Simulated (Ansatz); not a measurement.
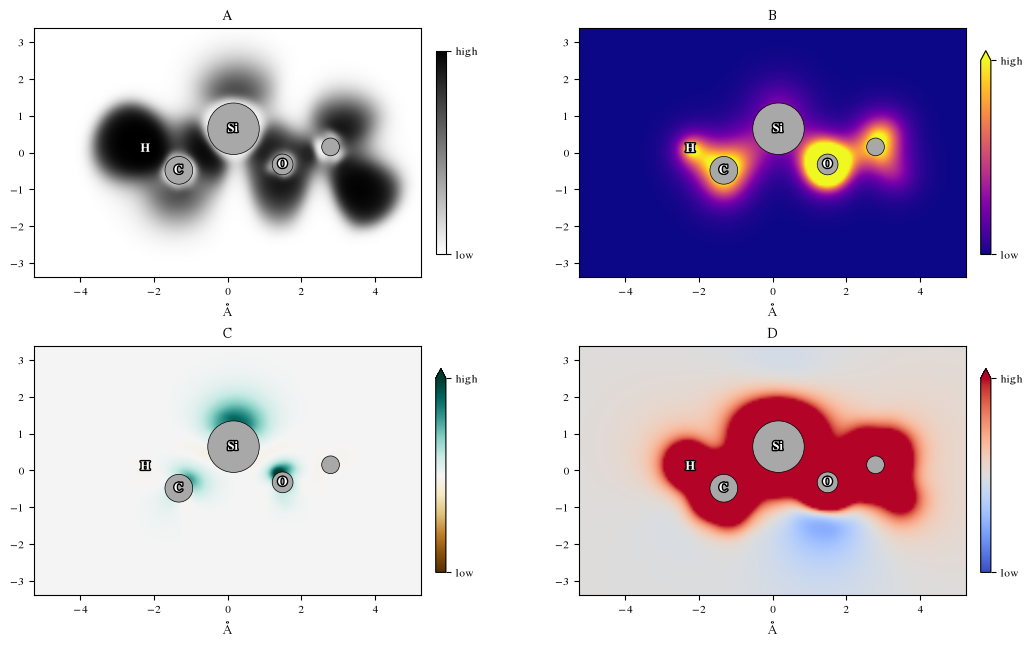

C2H7OSi (SMILES CO[SiH]C) (doublet): 4 fields on the plane of atoms Si3, C4 and H9, with unlabelled colour scales. Grey discs cover the atomic cores.

Geometry: PBE0-D4/def2-TZVP.

Method: UKS PBE0-D4/def2-TZVPP in Ansatz.

The panels show electron density, electron localisation function, electrostatic potential and spin density in some order. Assign them.

Panel A: electron localisation function. Panel B: electron density. Panel C: spin density (confined to the atoms that carry the unpaired spin). Panel D: electrostatic potential (strongly positive close to the atoms, with negative regions outside electron-rich atoms). From the grid: Si–O (1.65 Å): ρ is about 1.2 e/Å³ halfway; the ELF peaks at about 0.85 between the atoms; a polar covalent bond. C–Si (1.87 Å): the density is about 0.97 e/Å³ at the midpoint; the ELF peaks at about 0.95 between the atoms (a shared electron pair).
